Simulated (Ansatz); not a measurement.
# InCl3 (SMILES [Cl][In]([Cl])[Cl]): HF/3-21G

Aim: the vertical singlet–triplet gap of InCl3 at HF/3-21G, from 2 runs. 

The results are computed with Ansatz 0.2.0.

42 further runs of the same task are left out: 6 that didn't finish, 36 set aside as unsound or not needed.

**1. Starting point**

InCl3 has 4 atoms, charge 0, and is taken as a singlet. As SMILES, `[Cl][In]([Cl])[Cl]`. The coordinates come from a PBE0-D4/def2-TZVP relaxation.

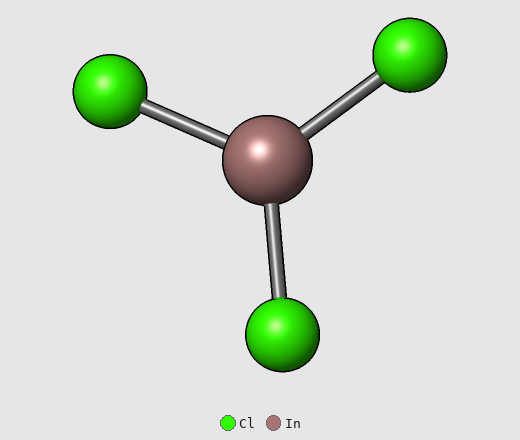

The structure, seen from a chosen angle (chlorine green, indium brown).

**2. The energy at HF/3-21G**

molecule.yaml

```yaml
crystal:
  periodic: [false, false, false]
  atoms:
    - {symbol: Cl, position_ang: [-0.202900, 0.521500, 2.213600]}
    - {symbol: In, position_ang: [0.014400, -0.014800, -0.005300]}
    - {symbol: Cl, position_ang: [1.015900, -1.985200, -0.615300]}
    - {symbol: Cl, position_ang: [-0.772000, 1.418300, -1.613200]}
basis:
  gaussian:
    orbitals: 3-21G-spherical.json
magnetization:
  spin_polarized: false
hamiltonian:
  xc: hf
accuracy: high
output: {orbitals: {seedname: orbitals}}
```

The basis set 3-21G is read from a file made from the Basis Set Exchange's data (not shown).

Started as:

```console
$ ansatz run molecule.yaml --threads 1 --pin off --max-ram 3480MiB --events-out events.jsonl --progress --plain --runs-dir runs
```

Standard output:

```text
Warning: RAYON_NUM_THREADS=1 ignored (pool sized by the plan → 1); use --threads N
Functional definition: HF
  name "HF"
  exchange = exact_x
  correlation = 0
1465 factors; integrals over basis functions are off by at most 4.8e-9 eV
mean field evaluation 1: about -192840.8008 eV, gradient 1.8e1 eV
mean field evaluation 2: about -192840.8467 eV, gradient 1.8e1 eV
mean field evaluation 4: about -192842.2047 eV, gradient 7.8e-1 eV
mean field evaluation 8: about -192842.2075 eV, gradient 3.6e-6 eV
mean field -192842.20745421 eV, -7086.8204107992 hartree, gradient 2.6e-8 eV, S^2 0.000000; 0 other end points of the search recorded, 0 dependent functions left out
reference -192842.20745421 eV, -7086.8204107992 hartree; 50, 50 occupied and 20, 20 virtual orbitals, 1465 factors
Total energy: -192842.20745421 eV, -7086.8204107992 hartree
```

Wall time 2.1 s (1 thread of Arm Neoverse V2, shared host); peak memory 0.23 GiB.

**3. The triplet**

run.yaml

```yaml
crystal:
  periodic: [false, false, false]
  atoms:
    - {symbol: Cl, position_ang: [-0.202900, 0.521500, 2.213600]}
    - {symbol: In, position_ang: [0.014400, -0.014800, -0.005300]}
    - {symbol: Cl, position_ang: [1.015900, -1.985200, -0.615300]}
    - {symbol: Cl, position_ang: [-0.772000, 1.418300, -1.613200]}
basis:
  gaussian:
    orbitals: 3-21G-spherical.json
magnetization:
  spin_polarized: true
  initial_magnetization: 2
hamiltonian:
  xc: hf
accuracy: high
output:
  orbitals: {seedname: orbitals}
```

The basis set 3-21G is read from a file made from the Basis Set Exchange's data (not shown).

Started as:

```console
$ ansatz run run.yaml --threads 1 --pin off --max-ram 3480MiB --events-out events.jsonl --progress --plain --runs-dir runs
```

Standard output, cut to the lines that bear on the results:

```text
Warning: RAYON_NUM_THREADS=1 ignored (pool sized by the plan → 1); use --threads N
[... 2 set-up lines as earlier in the session ...]
[...]
1465 factors; integrals over basis functions are off by at most 4.8e-9 eV
[...]
mean field -192836.65915942 eV, -7086.6165147265 hartree, gradient 4.0e-8 eV, S^2 2.008143; 9 other end points of the search recorded, 0 dependent functions left out
reference -192836.65915942 eV, -7086.6165147265 hartree; 51, 49 occupied and 19, 21 virtual orbitals, 1465 factors
Total energy: -192836.65915942 eV, -7086.6165147265 hartree
```

It took 27 s on 1 thread of Arm Neoverse V2, shared host; peak memory 0.38 GiB.

**4. What came out**

Level: HF/3-21G.

```
                                        quantity           value
                           singlet: total energy  -7086.82041 Eh
                            singlet: HOMO energy       -13.02 eV
                            singlet: LUMO energy        -0.04 eV
                          singlet: HOMO–LUMO gap        12.98 eV
                           triplet: total energy  -7086.61651 Eh
     triplet: HOMO energy (highest over α and β)        -6.41 eV
      triplet: LUMO energy (lowest over α and β)        -4.39 eV
                                   triplet: ⟨S²⟩           2.008
vertical energy of the triplet above the singlet        5.548 eV
```

In words: At this shape the triplet lies 5.55 eV (128 kcal/mol) above the singlet. Relativity is left out (singlet) although the molecule holds a heavy atom. Relativity is left out (triplet) although the molecule holds a heavy atom.
